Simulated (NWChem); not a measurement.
# One shape, several levels: HBS (hydrogen boron sulfide)

Aim: a comparison of 5 runs (HF/3-21G, M06-2X/6-31G*, M06-2X/def2-TZVPPD, PBE0/def2-TZVPPD, MP2/6-31G**) of HBS (hydrogen boron sulfide). 

The results are computed with NWChem 7.3.0.

3 further runs of the same task are left out: 3 set aside as unsound or not needed. Runs told in other sessions of the task aren't counted.

## 1. Starting point

The species is HBS (3 atoms), meant as a singlet with charge 0. SMILES: `B=S`. The shape is that of a PBE0-D4/def2-TZVP optimisation.

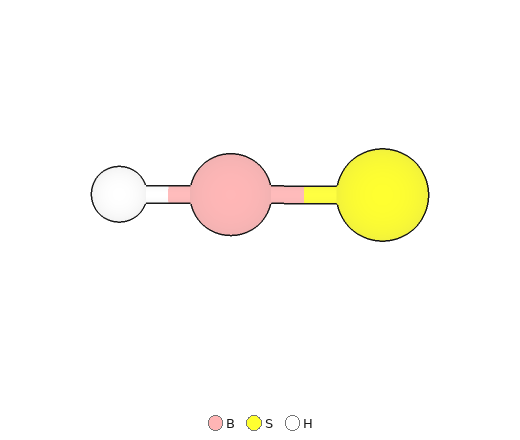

Viewed from a chosen angle; boron pink, sulfur yellow, hydrogen white.

## 2. Energy and gradient at HF/3-21G (run 1)

File input.nw:

```
start input
memory total 2200 mb

geometry units angstroms noautosym nocenter noautoz
   B       -0.038660      -0.014560       0.134750
   S        0.399170       0.147640      -1.393290
   H       -0.360510      -0.133080       1.258530
end

basis spherical bse
   * library 3-21G
end

scf
   thresh 1e-08
   maxiter 80
end

task scf gradient
```

On the command line:

```bash
$ nwchem input.nw > input.out
```

Standard output:

```text
[...]
  functions       =    24
[...]
  wavefunction    = RHF
[...]
         Total SCF energy =   -420.697146852672
      One-electron energy =   -643.744904800203
      Two-electron energy =    191.246670817136
 Nuclear repulsion energy =     31.801087130395
        Time for solution =      0.2s
[...]
                         RHF ENERGY GRADIENTS
    atom               coordinates                        gradient
                 x          y          z           x          y          z
   1 B      -0.073057  -0.027514   0.254641    0.007816   0.002849  -0.027311
   2 S       0.754322   0.278999  -2.632936   -0.005303  -0.001948   0.018521
   3 H      -0.681265  -0.251485   2.378277   -0.002513  -0.000902   0.008790
[...]
```

Run time: 0.74 s. Hardware: 1 thread of Intel Xeon 6975P-C (Granite Rapids), shared host; peak memory 0.1 GiB.

## 3. Energy and forces at M06-2X/6-31G(d) (spherical functions) (run 2)

File run.nw:

```
start run
memory total 2200 mb

geometry units angstrom noautosym nocenter noautoz
 B    -0.038660   -0.014560    0.134750
 S     0.399170    0.147640   -1.393290
 H    -0.360510   -0.133080    1.258530
end

basis "ao basis" spherical bse
 * library 6-31G*
end

dft
 xc m06-2x
 grid xfine
 convergence energy 1e-08
 maxiter 100
 mulliken
end

task dft gradient
```

On the command line:

```bash
$ nwchem run.nw > run.out
```

Standard output:

```text
[...]
          Wavefunction type:  closed shell.
          No. of atoms     :     3
          No. of electrons :    22
[...]
          Charge           :     0
          Spin multiplicity:     1
[...]
          AO basis - number of functions:    34
[...]
              XC Information
              --------------
                       M06-2X Method XC Functional
                     Hartree-Fock (Exact) Exchange  0.540
                        M06-2X Exchange Functional  1.000
                      M06-2X Correlation Potential  1.000
[...]
 d= 0,ls=0.0,diis     1   -423.5431910104 -4.55D+02  2.72D-02  2.41D-01     0.5
[...]
 d= 0,ls=0.0,diis     8   -423.5951082204 -6.80D-10  1.66D-06  2.45D-09     3.3
         Total DFT energy =     -423.595108220384
      One electron energy =     -646.635577022266
           Coulomb energy =      221.310082334676
    Exchange-Corr. energy =      -30.070700663188
 Nuclear repulsion energy =       31.801087130395
[...]
      Total Density - Mulliken Population Analysis
     ---------------------------------------------
    Atom       Charge   Shell Charges
 -----------   ------   -------------------------------------------------------
    1 B    5     4.86   2.00  0.63  1.30  0.43  0.47  0.04
    2 S   16    16.20   2.00  2.00  5.97  1.34  3.00  0.56  1.29  0.04
    3 H    1     0.94   0.51  0.43
[...]
  wavefunction    = closed shell
                         DFT ENERGY GRADIENTS
    atom               coordinates                        gradient
                 x          y          z           x          y          z
   1 B      -0.073057  -0.027514   0.254641    0.000898   0.000296  -0.003160
   2 S       0.754322   0.278999  -2.632936   -0.000774  -0.000271   0.002711
   3 H      -0.681265  -0.251485   2.378277   -0.000124  -0.000025   0.000449
[...]
```

Wall time 5.1 s (1 thread of Intel Xeon 6975P-C (Granite Rapids), shared host); peak memory 0.12 GiB.

Runs 3 to 4 aren't shown in full; the table further down has their settings and results.

## 4. Energy and gradient at MP2/6-31G(d,p) (spherical functions) (run 5)

File bhs.xyz:

```xyz
3

B     -0.038660    -0.014560     0.134750
S      0.399170     0.147640    -1.393290
H     -0.360510    -0.133080     1.258530
```

File bhs.nw:

```
start bhs
memory 2200 mb
charge 0

geometry units angstroms noautosym nocenter noautoz
   load bhs.xyz
end

basis spherical bse
   * library 6-31G**
end

scf
   thresh 1e-08
   maxiter 80
   print low
end

mp2
   freeze core 6
   tight
end

task mp2 gradient
```

On the command line:

```bash
$ nwchem bhs.nw > bhs.out
```

Standard output:

```text
[...]
  functions       =    37
[...]
  wavefunction    = RHF
[...]
         Total SCF energy =   -422.791667746526
      One-electron energy =   -646.420458488962
      Two-electron energy =    191.827703612041
 Nuclear repulsion energy =     31.801087130395
        Time for solution =      1.4s
[...]
          Total MP2 energy          -422.991856173765
[...]
                         mp2 ENERGY GRADIENTS
    atom               coordinates                        gradient
                 x          y          z           x          y          z
   1 B      -0.073057  -0.027514   0.254641    0.003115   0.001119  -0.010897
   2 S       0.754322   0.278999  -2.632936   -0.002166  -0.000788   0.007569
   3 H      -0.681265  -0.251485   2.378277   -0.000949  -0.000330   0.003328
[...]
```

Run time: 4.2 s. Hardware: 1 thread of Intel Xeon 6975P-C (Granite Rapids), shared host; peak memory 0.11 GiB.

## 5. Overview of the runs

```
run                                level  iteration cap  module  energy (Eh)  dipole moment (D)  HOMO energy (eV)  LUMO energy (eV)  wall time
  1                             HF/3-21G             80     scf  -420.697147               2.41            -11.19              2.38     0.74 s
  2  M06-2X/6-31G* (spherical functions)            100     dft  -423.595108               1.62             -9.55              0.02      5.1 s
  3                   M06-2X/def2-TZVPPD            100     dft  -423.641939               1.48             -9.62             -0.38       17 s
  4                     PBE0/def2-TZVPPD            100     dft  -423.491381               1.43             -8.54             -1.25       15 s
  5    MP2/6-31G** (spherical functions)             80     mp2  -422.991856               1.27                 –                 –      4.2 s
```

## 6. Outcome

```
                                                      quantity          value
                                           run 5: total energy  -422.99186 Eh
run 5: dipole moment (of the density that the program reports)         1.27 D
            run 5: correlation energy (6 core orbitals frozen)     -200.2 mEh
                               run 5: largest force on an atom     0.586 eV/Å
```

What this shows: The dipole moment (its size) runs from 1.27 D (MP2/6-31G**) to 2.41 D (HF/3-21G). The two ends differ in method and basis. Over runs 1, 2, 3, 4 the HOMO–LUMO gap runs from 7.29 eV (PBE0/def2-TZVPPD) to 13.57 eV (HF/3-21G). Totals of different functionals can't be ranked against each other. All runs together took 42 s, the longest 17 s.
